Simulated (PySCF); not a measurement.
```xyz
9

O     1.2139   -0.2713   -0.2789
C     0.1896    0.1244    0.0647
O    -0.8525    0.5600    0.3604
F    -2.6546    0.4121    2.2723
H    -2.0220    0.4800    1.5777
F    -1.6711   -1.2059    3.9509
H    -2.1603   -0.5929    3.4226
F     0.3010   -1.3233    2.3222
H    -0.3300   -1.3918    3.0153
```

Geometry: PBE0-D3(BJ)/def2-SVPD.

All numbers below come from PySCF 2.14.0, wB97M-D3(BJ)/def2-SVPD, SCF density, gas phase.

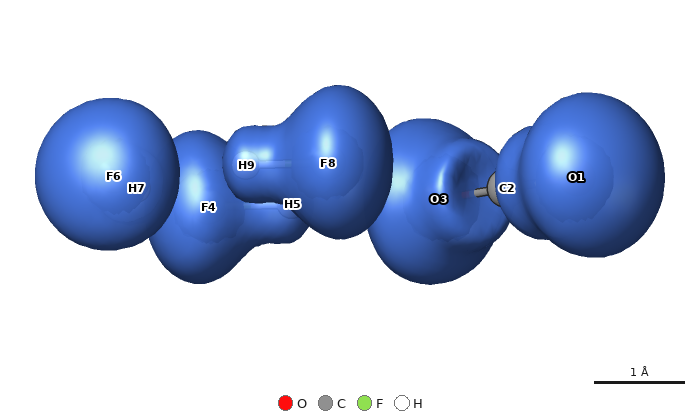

CO$_{2}$···HF···HF···HF. Isosurface of the electron localisation function at 0.75 (blue), seen from one side. Core shells and regions of very low density are left out.

> What do the ELF domains correspond to?

At this value the surface marks out two regions on O in which the atom's valence shell and bonds are merged and three joined regions spread over several atoms (F, H), in which their bonds and any lone pairs are merged.

Values along the shortest contacts:
F4···H7 (1.61 Å): the ELF dips to about 0.10 between them; by its geometry a hydrogen bond between the two molecules, with no shared pair. C–O (1.15 Å): the ELF peaks at about 0.85 between the atoms; a short, multiple covalent bond.
